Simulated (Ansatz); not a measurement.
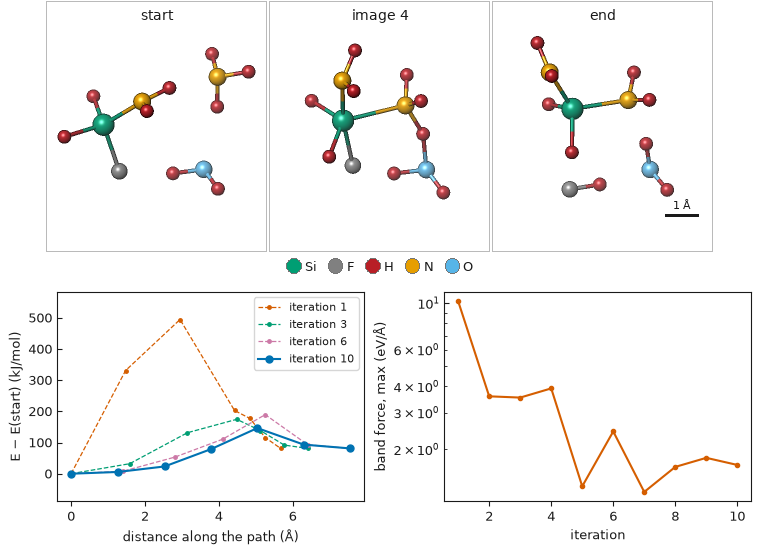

A nudged-elastic-band calculation for SiN2H9OF. Images are numbered from 0 (start) to 6 (end). The plot follows the band through its iterations. The picture is a ball-and-stick view, seen at a tilt.

The calculation used UKS BHLYP-D4/def2-SVP (Ansatz). Run with 5 movable images; climbing image; force threshold 0.05 eV/Å; iteration limit 10; starting path through a guess of the saddle point.

Question: Judge this run.

Answer: The result isn't final. The band hadn't converged when the run stopped after 10 iterations. The largest component of the band force went from 10 to 1.7 eV/Å. The barrier read from it is provisional: over the last two iterations the highest image moved from 177.6 kJ/mol to 146.3 kJ/mol. The iteration limit was low. The first iteration put the highest image at 494.3 kJ/mol. The highest point, image 4, lies 146.3 kJ/mol above the start and 65.2 kJ/mol above the end; the end is at +81.1 kJ/mol relative to the start.

The run took 2.6 min on 4 threads of Arm Neoverse V1 (shared host), peak memory 0.39 GiB.
